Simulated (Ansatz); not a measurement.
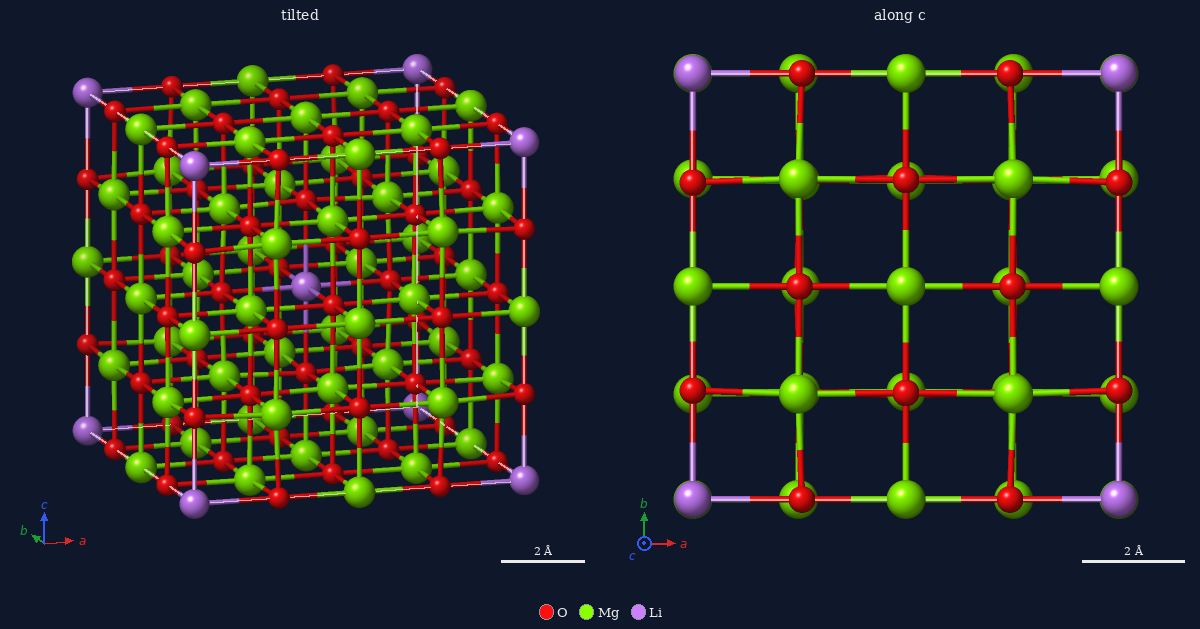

An orthographic ball-and-stick view of the structure, slightly off an axis and along the c axis. Lines trace the edges of the drawn cell (a repeat of the simulation cell). Cell: a = 8.409 Å, b = 8.409 Å, c = 8.409 Å, α = 90.00°, β = 90.00°, γ = 90.00°.

Chemical formula LiMg15O16. Within 0.01 Å the space group is Im-3m (No. 229), body-centred cubic. Counting shared atoms by their share gives 2 Li, 30 Mg, 32 O, or 64 atoms. Around each Mg lie six O in an octahedral arrangement at about 2.1 Å. Li bonds to six O in an octahedral arrangement at about 2.1 Å. The bonds build a three-dimensional framework.

Starting structure: a structure listed in the Materials Project, repeated into a supercell with a point defect put in. The atoms were relaxed in a fixed cell with DFT r2SCAN, scalar-relativistic, plane waves, PAW in Ansatz 0.2.0.
